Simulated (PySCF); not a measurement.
System: C$_{7}$H$_{13}$NSi.

```yaml
atoms:
  - { symbol: C, position_ang: [-0.0106, -2.5358, -1.9327] }
  - { symbol: C, position_ang: [-0.1389, -1.6654, -1.1211] }
  - { symbol: C, position_ang: [-0.2643, -0.5521, -0.1793] }
  - { symbol: C, position_ang: [-1.5767, -0.7058, 0.5936] }
  - { symbol: N, position_ang: [-0.2450, 0.6866, -0.9301] }
  - { symbol: Si, position_ang: [-1.2761, 2.0498, -0.8362] }
  - { symbol: C, position_ang: [0.9043, -0.6459, 0.8111] }
  - { symbol: C, position_ang: [2.2255, 0.0067, 0.5441] }
  - { symbol: C, position_ang: [1.3239, 0.5476, 1.6117] }
  - { symbol: H, position_ang: [0.0902, -3.3151, -2.6283] }
  - { symbol: H, position_ang: [-2.4192, -0.6717, -0.0916] }
  - { symbol: H, position_ang: [-1.5891, -1.6588, 1.1180] }
  - { symbol: H, position_ang: [-1.6716, 0.0980, 1.3177] }
  - { symbol: H, position_ang: [0.4546, 0.6649, -1.6543] }
  - { symbol: H, position_ang: [-1.2789, 2.6293, 0.5157] }
  - { symbol: H, position_ang: [-0.6869, 2.9853, -1.7922] }
  - { symbol: H, position_ang: [-2.6691, 1.7506, -1.1950] }
  - { symbol: H, position_ang: [0.9323, -1.6084, 1.3098] }
  - { symbol: H, position_ang: [2.3399, 0.5889, -0.3574] }
  - { symbol: H, position_ang: [3.1225, -0.5184, 0.8367] }
  - { symbol: H, position_ang: [1.5962, 0.4052, 2.6468] }
  - { symbol: H, position_ang: [0.8268, 1.4841, 1.4122] }
```

Geometry: GFN2-xTB.

Theory: PBE0/pcSseg-1, SCF density, gas phase, non-relativistic (PySCF).

> What will maps of the electron density and electron localisation function show?

C–C (1.20 Å): the density is about 2.7 e/Å³ at the midpoint; the ELF peaks at about 0.85 between the atoms: a multiple bond.
C–H (1.05 Å): ρ at the midpoint is about 2.1 e/Å³; the ELF climbs to about 1 towards the hydrogen, as it does in any bond to H: a covalent bond by its length.

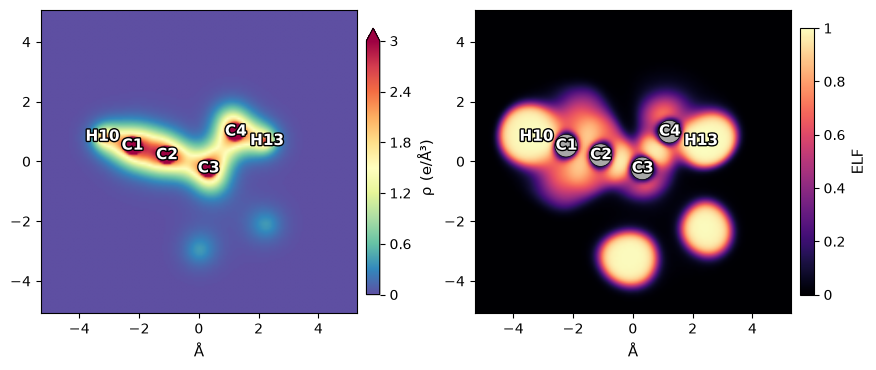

Computed electron density and electron localisation function on the plane of atoms C3, C4 and H13, in this order. Grey discs cover the atomic cores in the ELF map. 
